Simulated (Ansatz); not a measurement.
```yaml
atoms:
  - { symbol: Zr, position_ang: [-0.1580, -0.2533, -0.6179] }
  - { symbol: Cl, position_ang: [-0.0054, 0.0320, 3.0880] }
  - { symbol: O, position_ang: [1.7654, -0.2917, -0.7043] }
  - { symbol: H, position_ang: [2.7199, -0.3292, -0.7134] }
  - { symbol: O, position_ang: [-1.0990, 1.4239, -0.7147] }
  - { symbol: H, position_ang: [-1.5888, 2.2439, -0.7304] }
  - { symbol: O, position_ang: [-1.1380, -1.8875, -0.3468] }
  - { symbol: H, position_ang: [-1.6187, -2.6939, -0.1707] }
  - { symbol: H, position_ang: [0.0307, 0.1073, 4.4178] }
```

Core potentials replace the inner electrons of Zr; not at a stationary point (largest force 1.1 eV/Å).

Level of theory: Ansatz, UKS PBE0/def2-SVP.

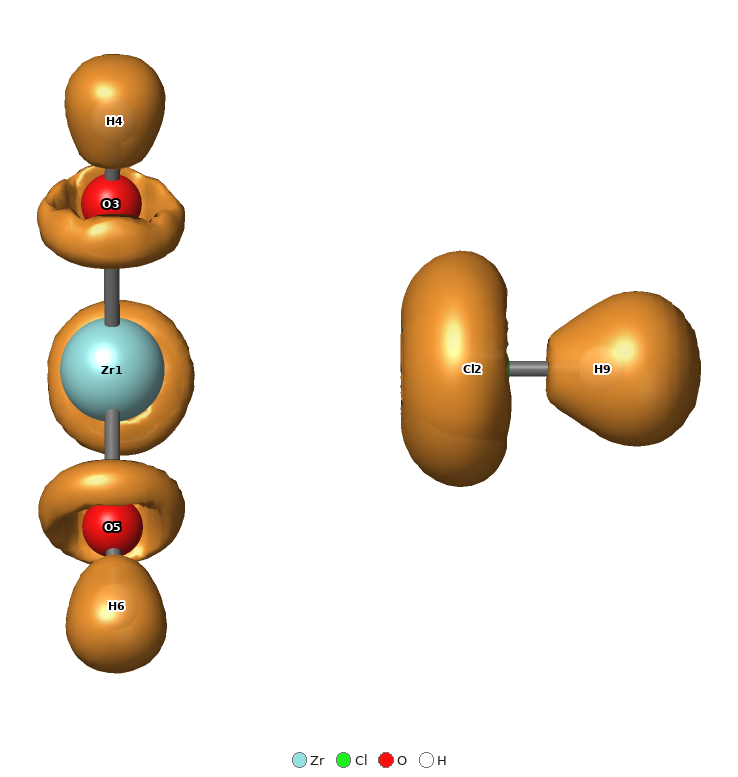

H$_{3}$O$_{3}$Zr···HCl (doublet). Isosurface of the ELF at 0.85 (orange), seen across its widest extent. Core shells and regions of very low density are left out.

Question: Describe the localisation domains.

Answer: The surface consists of four regions around hydrogen nuclei, one region wrapped around Cl (its valence shell) and three regions wrapped around O (the valence shell of each). Along the contacts the grid gives the following. Zr1···Cl2 (3.72 Å): the ELF dips to about 0.05 between them. Zr–O (1.92 Å): the ELF peaks at about 0.80 in the valence shell of O, 0.5 Å from its nucleus, and drops to about 0.20 between the two atoms.
